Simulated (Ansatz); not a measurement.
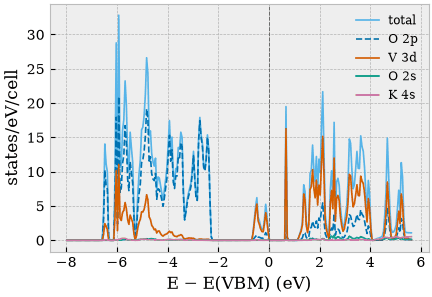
Figure. Total and projected density of states of K3V3O8 in space group P-3m1 (No. 164; Pearson symbol hP14), r²SCAN (plane waves, PAW; program Ansatz)

**Question.** Which orbitals carry the states next to the gap?

**Answer.** Top 1 eV of the valence band: V 3d 81 %, O 2p 16 %. Bottom 1 eV of the conduction band: V 3d 82 %, O 2p 15 %. Projections are on Löwdin-orthogonalised atomic valence shells; empty p or d shells of many metals are not among them.

**Question.** Where is the tallest occupied peak in this window, and what makes it?

**Answer.** Near -5.9 eV, about 33 states/eV per cell; the largest projected share is O 2p.

The workflow started from a Materials Project entry (that database holds measured and hypothetical structures alike); the Crystallography Open Database copy checked does not list it. Whether it is the stable phase at ambient conditions was not checked. The cell was relaxed with r²SCAN under the symmetry of its start; whether a distortion lowers the energy is not shown. Magnetic state: ferromagnetic, the only order run, not a proven ground state. Other orbital occupations within this spin state were not tried. No Hubbard U is applied.

Potentials: the later of the program's two PAW sets.
